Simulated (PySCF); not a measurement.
NaI, singlet. M06/def2-TZVPP (ECP) with PySCF, UKS. One reference determinant with the occupation held, the lowest that a PBE0 search over spins and occupations found; no spin-orbit coupling. Zero is the separated fragments in their ground configurations, without counterpoise. With M06 the solution stays closed-shell at all points drawn; such a solution can't reach the open-shell fragments at long range. 2 further points of the run are not drawn. The dipole is positive if the first atom is negative.

> What bond curve does the calculation give?

re = 2.744 Å, ωe = 241 cm⁻¹, ωexe = 1.0 cm⁻¹, De = 3.34 eV.
```tsv
r (Å)	E (eV)
2.340	−2.78
2.449	−3.08
2.558	−3.25
2.639	−3.31
2.721	−3.34
2.803	−3.33
2.912	−3.29
3.048	−3.20
3.211	−3.06
3.429	−2.84
```

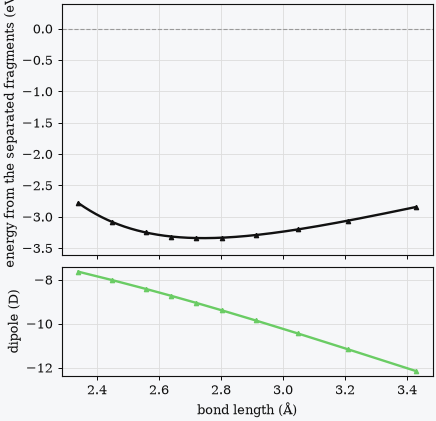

Note: spin-orbit coupling is left out; it can lower the fragment I more than the molecule, and De with it.
